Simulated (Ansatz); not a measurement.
SiH6O: several calculations on one system

## 1. Relaxation

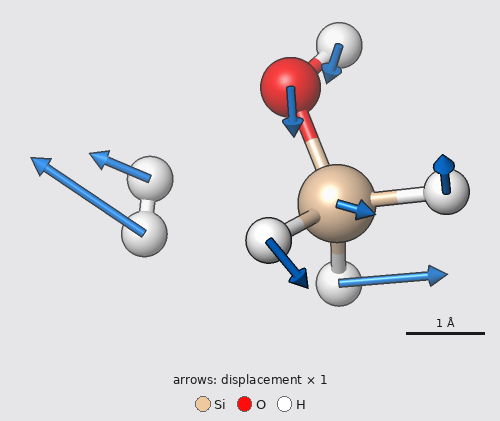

A relaxation of SiH$_{6}$O. The starting structure is drawn; blue arrows show the displacements, at their true length. The two geometries are superimposed by the best rigid fit.

The picture is a ball-and-stick view, seen at a tilt.

The run prepares an end point of a later path (reaction) calculation, from a guessed geometry.

The calculation used Ansatz 0.2.0, RKS PBE/def2-mTZVP. Settings: no spin polarisation; force threshold 0.03 eV/Å; at most 50 steps.

Atoms of which element are displaced furthest, and by how much?

Hydrogen: up to 1.77 Å, against 0.71 Å for oxygen.

What happened in the run?

An H atom moves most after the best rigid fit: 1.77 Å. By element the largest moves are H 1.77 Å, O 0.71 Å, Si 0.54 Å. Some distances before and after: H–H 0.713 → 0.752 Å. Bond angles that change, for instance: O–Si–H 109.9° → 112.0°. After 25 accepted moves (26 points after the start) the energy has fallen by 18.5 kJ/mol. Largest force component: 1.3 eV/Å at the start, 0.024 eV/Å at the end. The line search rejected the trial step at point 12 of the run. The run took 30 s on 1 thread of Arm Neoverse V2 (shared host), peak memory 0.11 GiB.

Limits of the set-up: the start holds two separate molecules, 2.2 Å apart at their closest, whose relative position is a soft coordinate and is computed without a dispersion correction.

## 2. Relaxation

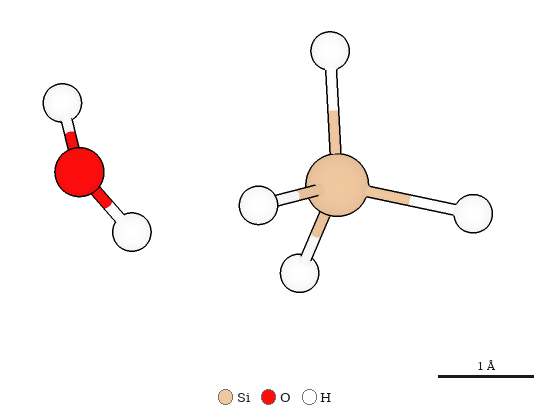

This is the input geometry for a relaxation of SiH$_{6}$O. Style: ball-and-stick. Shown at a tilt.

The run prepares an end point of a later path (reaction) calculation, from a guessed geometry.

Method: RKS PBE/def2-mTZVP in Ansatz.

Input
```yaml
crystal:
  periodic: [false, false, false]
  atoms:
    - { symbol: Si, position_ang: [0.373055, -0.216681, -0.417225] }
    - { symbol: O, position_ang: [-0.484899, -0.153873, 2.337061] }
    - { symbol: H, position_ang: [-1.105214, -0.861978, 2.593484] }
    - { symbol: H, position_ang: [1.071065, -0.33879, -1.74017] }
    - { symbol: H, position_ang: [0.07354, 1.221636, -0.168637] }
    - { symbol: H, position_ang: [-0.869195, -1.044456, -0.470705] }
    - { symbol: H, position_ang: [1.293382, -0.748966, 0.605819] }
    - { symbol: H, position_ang: [0.378666, -0.626293, 2.228275] }
basis:
  gaussian: { orbitals: def2-mTZVP }
hamiltonian:
  xc: pbe
relax:
  f_tol: 0.03
  max_steps: 50
```

Launched with:
```bash
ansatz run input.yaml --threads 1 --pin off --max-ram 2048MiB --backend cpu --events-out ev --progress --plain --runs-dir out
```

What does the optimiser find from here?

Answer. After 8 accepted moves (12 points after the start) the energy has fallen by 2.10 kcal/mol. Largest force component: 0.61 eV/Å at the start, 0.021 eV/Å at the end. The line search rejected the trial steps at points 2, 7, 9, 11 of the run. The forces were under the threshold at step 6, but the run went on from there. The largest move after the best rigid fit is that of H8, 0.73 Å. By element the largest moves are H 0.73 Å, Si 0.17 Å, O 0.15 Å. Some distances before and after: Si1–H7 1.475 → 1.496 Å, O2–H8 0.990 → 0.976 Å.

Step by step:

```json
{"step": "0", "E − E(0), kcal/mol": "0.00", "largest force component, eV/Å": "0.6119", "note": ""}
{"step": "1", "E − E(0), kcal/mol": "-1.44", "largest force component, eV/Å": "0.3109", "note": ""}
{"step": "2", "E − E(0), kcal/mol": "-1.26", "largest force component, eV/Å": "0.4494", "note": "rejected"}
{"step": "3", "E − E(0), kcal/mol": "-1.71", "largest force component, eV/Å": "0.2333", "note": ""}
{"step": "4", "E − E(0), kcal/mol": "-1.89", "largest force component, eV/Å": "0.1202", "note": ""}
{"step": "5", "E − E(0), kcal/mol": "-2.03", "largest force component, eV/Å": "0.0627", "note": ""}
{"step": "6", "E − E(0), kcal/mol": "-2.08", "largest force component, eV/Å": "0.0108", "note": ""}
{"step": "7", "E − E(0), kcal/mol": "-1.99", "largest force component, eV/Å": "0.4915", "note": "rejected"}
{"step": "8", "E − E(0), kcal/mol": "-2.09", "largest force component, eV/Å": "0.0464", "note": ""}
{"step": "9", "E − E(0), kcal/mol": "-2.09", "largest force component, eV/Å": "0.1609", "note": "rejected"}
{"step": "10", "E − E(0), kcal/mol": "-2.10", "largest force component, eV/Å": "0.0029", "note": ""}
{"step": "11", "E − E(0), kcal/mol": "-2.10", "largest force component, eV/Å": "0.0600", "note": "rejected"}
{"step": "12", "E − E(0), kcal/mol": "-2.10", "largest force component, eV/Å": "0.0212", "note": ""}
```

Final geometry:

```xyz
8

Si    0.4481   -0.2196   -0.5744
O    -0.5307   -0.1788    2.4826
H    -1.2287   -0.8596    2.5008
H     0.9155   -0.2754   -1.9983
H     0.1536    1.2001   -0.2216
H    -0.7811   -1.0630   -0.4554
H     1.5366   -0.7675    0.2927
H     0.2172   -0.6055    2.9415
```

After the run, drawn alike:

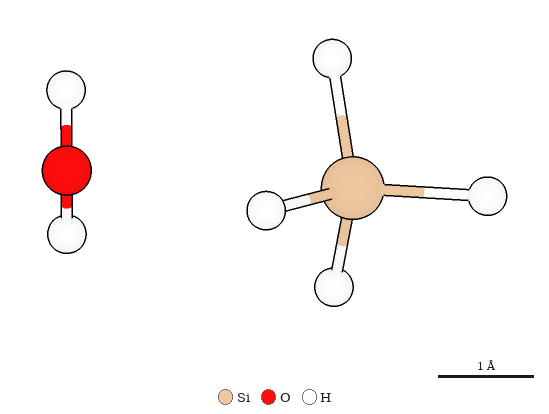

## 3. Path

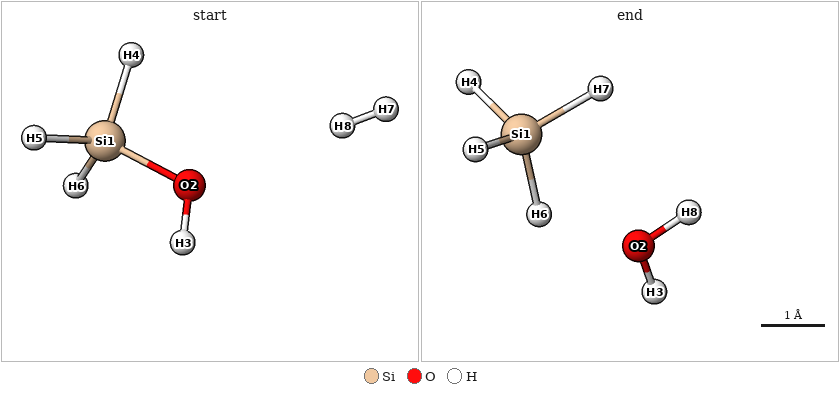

The two relaxed end points of a path for SiH$_{6}$O, made up at the start of SiH₄O and H$_{2}$. The picture is a ball-and-stick view, seen at a tilt.

All numbers below come from RKS PBE/def2-mTZVP (Ansatz 0.2.0).

Settings: 5 movable images; climbing image; force threshold 0.05 eV/Å; iteration limit 60.

Start:
```xyz
8

Si   -0.4431    0.4689   -0.2034
O    -0.2769   -0.4189    1.2106
H    -1.0301   -0.3774    1.8255
H     0.8251    0.2435   -0.9553
H    -0.6203    1.9350    0.0700
H    -1.6127    0.0063   -1.0240
H     2.2174   -2.5508    2.1244
H     1.6710   -2.0758    1.9202
```

End:
```xyz
8

Si    0.4244    0.1339   -0.4884
O    -0.4303   -0.7466    2.4779
H    -1.2337   -1.2787    2.3282
H     0.8275    0.5083   -1.8836
H     0.3898    1.3689    0.3485
H    -0.9266   -0.5043   -0.5505
H     1.4311   -0.8378    0.0400
H     0.2483   -1.4131    2.6958
```

What barrier does the band find between them, and by what path?

Forward barrier 48.1 kcal/mol, backward barrier 37.0 kcal/mol, with image 4 at the top; the reaction energy is +11.1 kcal/mol. Breaking: H7–H8 (0.75 → 1.15 at the top → 2.96 Å), Si1–O2 (1.68 → 1.91 at the top → 3.21 Å). Forming: O2–H8 (2.65 → 1.15 at the top → 0.98 Å), Si1–H7 (4.65 → 1.79 at the top → 1.50 Å). The band converged in 17 iterations. The largest component of the band force went from 7 to 0.033 eV/Å. The climbing image converged on the top of the path. Its vibrational analysis gives one imaginary mode (1233i cm⁻¹), as a transition state must have.

Energies of the converged images:

```csv
image,path (Å),E (kcal/mol)
0,0.00,0.0
1,1.13,0.1
2,2.25,0.4
3,3.38,5.9
4,4.50,48.1
5,6.87,12.1
6,9.25,11.1
```

The geometry at the top of the path:

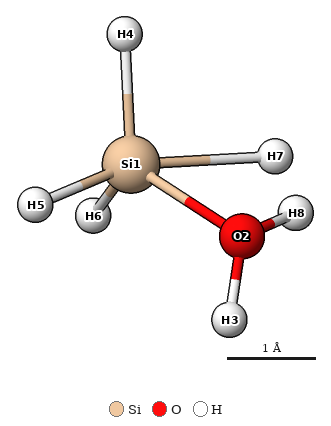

Limits of the set-up: the start holds two separate molecules, 2.7 Å apart at their closest, whose relative position is a soft coordinate and is computed without a dispersion correction.
